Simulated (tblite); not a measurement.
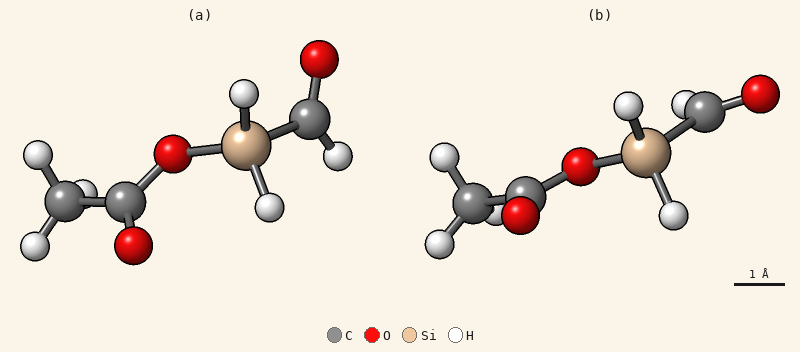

The structure of C3H6O3Si before (left) and after (right) a relaxation, at one scale.

A ball-and-stick model, seen from a free direction.

Theory: GFN2-xTB geometry optimisation, gas phase (tblite). 

Q: What changed between the two?

A: The energy falls by 0.619 eV in 104 geometry steps. The largest move after the best rigid fit is that of an H atom, 1.54 Å. Largest moves by element: H 1.54 Å, O 1.14 Å, C 0.18 Å, Si 0.15 Å. Near-neighbour distances that change, for instance: C–Si 1.850 → 1.917 Å, C–O 1.265 → 1.199 Å, O–Si 1.718 → 1.659 Å, C–H 1.127 → 1.086 Å. Bond angles that change, for instance: O–Si–C 105.9° → 99.4°, Si–C–O 116.9° → 123.0°, H–Si–H 107.8° → 113.8°. Groups turn about C–Si by about 85°, O–Si by about 35°.
